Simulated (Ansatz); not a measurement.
# CH3ClF2Si (SMILES C[Si](F)(F)Cl) at BLYP/def2-SVP

Aim: the vertical ionisation energy of CH3ClF2Si at BLYP/def2-SVP, from 2 runs. 

Program for the calculation: Ansatz 0.2.0.

126 further runs of the same task are left out: 126 set aside as unsound or not needed.

### Step 1. The system as given

CH3ClF2Si has 8 atoms, charge 0, and is taken as a singlet. SMILES: `C[Si](F)(F)Cl`. The shape is that of a PBE0-D4/def2-TZVP optimisation.

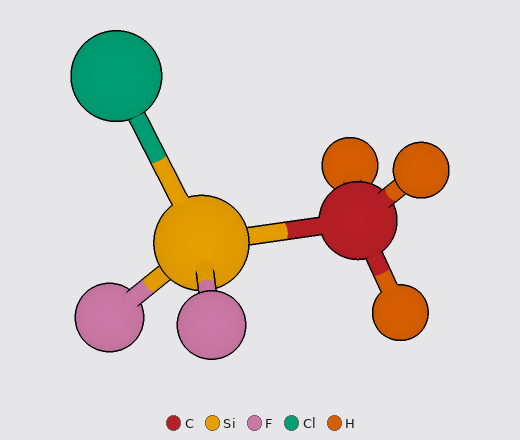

Viewed from a chosen angle; carbon red, silicon amber, fluorine pink, chlorine teal, hydrogen orange.

### Step 2. A single-point energy at BLYP/def2-SVP

job.yaml reads:

```yaml
crystal:
  periodic: [false, false, false]
  atoms:
    - {symbol: C, position_ang: [-0.808500, -0.299000, 0.512200]}
    - {symbol: Si, position_ang: [0.690600, 0.151400, -0.439200]}
    - {symbol: F, position_ang: [1.987000, -0.472300, 0.219100]}
    - {symbol: F, position_ang: [0.616200, -0.415600, -1.914200]}
    - {symbol: Cl, position_ang: [0.963100, 2.158500, -0.560900]}
    - {symbol: H, position_ang: [-0.917100, -1.385400, 0.549800]}
    - {symbol: H, position_ang: [-0.740200, 0.080400, 1.533400]}
    - {symbol: H, position_ang: [-1.698800, 0.124800, 0.044100]}
basis:
  gaussian: {orbitals: def2-SVP}
hamiltonian: {xc: {name: BLYP}}
accuracy: high
output: {orbitals: {seedname: orbitals}}
```

Launch:

```bash
$ ansatz run job.yaml --threads 1 --pin off --max-ram 3480MiB --events-out events.jsonl --progress --plain --runs-dir runs
```

Standard output:

```text
Warning: RAYON_NUM_THREADS=1 ignored (pool sized by the plan → 1); use --threads N
Functional definition: BLYP
  name "BLYP"
  parameter beta = 0.0042
  parameter a = 0.04918
  parameter b = 0.132
  parameter c = 0.2533
  parameter d = 0.349
  exchange = b88_x(beta = beta)
  correlation = lyp_c(a = a, b = b, c = c, d = d)
1970 factors; integrals over basis functions are off by at most 2.4e-8 eV
mean field evaluation 1: about -26902.4963 eV, gradient 6.9e1 eV
mean field evaluation 2: about -26888.4905 eV, gradient 1.1e2 eV
mean field evaluation 4: about -26911.9800 eV, gradient 5.9e0 eV
mean field evaluation 8: about -26912.0533 eV, gradient 1.0e-1 eV
mean field evaluation 16: about -26912.0534 eV, gradient 7.2e-6 eV
mean field -26912.05335048 eV, -988.9997189853 hartree, gradient 5.1e-8 eV, S^2 0.000000; 0 other end points of the search recorded, 0 dependent functions left out
reference -26912.05339960 eV, -988.9997207904 hartree; 29, 29 occupied and 64, 64 virtual orbitals, 1970 factors
Total energy: -26912.05339960 eV, -988.9997207904 hartree
```

Run time: 5.7 s. Hardware: 1 thread of Arm Neoverse V2, shared host; peak memory 0.23 GiB.

### Step 3. The doublet cation, same level

input.yaml reads:

```yaml
crystal:
  periodic: [false, false, false]
  atoms:
    - {symbol: C, position_ang: [-0.808500, -0.299000, 0.512200]}
    - {symbol: Si, position_ang: [0.690600, 0.151400, -0.439200]}
    - {symbol: F, position_ang: [1.987000, -0.472300, 0.219100]}
    - {symbol: F, position_ang: [0.616200, -0.415600, -1.914200]}
    - {symbol: Cl, position_ang: [0.963100, 2.158500, -0.560900]}
    - {symbol: H, position_ang: [-0.917100, -1.385400, 0.549800]}
    - {symbol: H, position_ang: [-0.740200, 0.080400, 1.533400]}
    - {symbol: H, position_ang: [-1.698800, 0.124800, 0.044100]}
basis:
  gaussian: {orbitals: def2-SVP}
total_charge: 1
magnetization: {spin_polarized: true, initial_magnetization: 1}
hamiltonian: {xc: {name: BLYP}}
accuracy: high
output: {orbitals: {seedname: orbitals}}
```

Launch:

```bash
$ ansatz run input.yaml --threads 1 --pin off --max-ram 3480MiB --events-out events.jsonl --progress --plain --runs-dir runs
```

Standard output, shortened:

```text
Warning: RAYON_NUM_THREADS=1 ignored (pool sized by the plan → 1); use --threads N
[... 9 set-up lines as earlier in the session ...]
1969 factors; integrals over basis functions are off by at most 2.4e-8 eV
mean field evaluation 1: about -26880.5669 eV, gradient 7.1e1 eV
mean field evaluation 2: about -26795.8074 eV, gradient 1.6e2 eV
mean field evaluation 4: about -26896.6779 eV, gradient 2.5e1 eV
mean field evaluation 8: about -26900.7596 eV, gradient 1.8e0 eV
mean field evaluation 16: about -26900.7829 eV, gradient 8.0e-3 eV
mean field evaluation 32: about -26900.7829 eV, gradient 2.5e-8 eV
mean field evaluation 64: about -26900.7721 eV, gradient 1.8e-1 eV
mean field -26900.78292025 eV, -988.5855383137 hartree, gradient 2.5e-8 eV, S^2 0.751841; 8 other end points of the search recorded, 0 dependent functions left out
reference -26900.78296884 eV, -988.5855400994 hartree; 29, 28 occupied and 64, 65 virtual orbitals, 1969 factors
Total energy: -26900.78296884 eV, -988.5855400994 hartree
```

Run time: 26 s. Hardware: 1 thread of Arm Neoverse V2, shared host; peak memory 0.31 GiB.

### Step 4. What came out

Level: BLYP/def2-SVP.

| quantity | value |
| --- | --- |
| singlet CH3ClF2Si: total energy | -988.99972 Eh |
| singlet CH3ClF2Si: HOMO energy | -7.74 eV |
| singlet CH3ClF2Si: LUMO energy | 0.50 eV |
| singlet CH3ClF2Si: HOMO–LUMO gap | 8.24 eV |
| doublet cation: total energy | -988.58554 Eh |
| doublet cation: HOMO energy (highest over α and β) | -14.72 eV |
| doublet cation: LUMO energy (lowest over α and β) | -14.62 eV |
| doublet cation: ⟨S²⟩ | 0.752 |
| vertical ionisation energy (to the doublet cation) | 11.270 eV |

What this shows: Removing an electron at fixed nuclei costs 11.27 eV (260 kcal/mol). The negative HOMO energy of the first species, 7.74 eV, lies 3.53 eV below that difference.
